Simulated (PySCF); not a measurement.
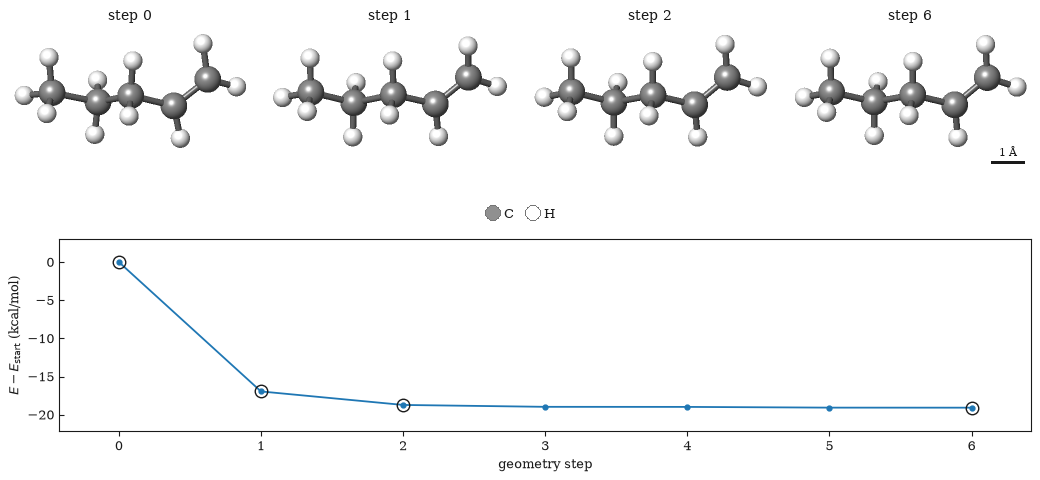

Frames of a relaxation of C5H10, marked on the history of the run. A ball-and-stick model, seen at a tilt.

The start comes from MMFF94s. Its atoms were then displaced at random by about 0.03 Å.

Method: PBE0-D3(BJ)/def2-SVP geometry optimisation, gas phase in PySCF 2.14.0, density-fitted response routines. 

**Describe the path.**

The energy falls by 19.1 kcal/mol in 6 geometry steps. The largest move after the best rigid fit is that of an H atom, 0.13 Å. Largest moves by element: H 0.13 Å, C 0.12 Å. Among the contacts that change: C–C 1.407 → 1.528 Å, C–C 1.615 → 1.520 Å, C–H 1.169 → 1.104 Å, C–H 1.153 → 1.095 Å. Among the angles between lasting bonds that change: C–C–H 101.8° → 110.0°, C–C–H 115.9° → 108.6°, C–C–H 102.8° → 109.7°. From step 0 to 1: an H atom moves most (0.27 Å), energy −17.0 kcal/mol. From step 1 to 2: an H atom moves most (0.14 Å), energy −1.77 kcal/mol. From step 2 to 6: an H atom moves most (0.05 Å), energy −0.36 kcal/mol.
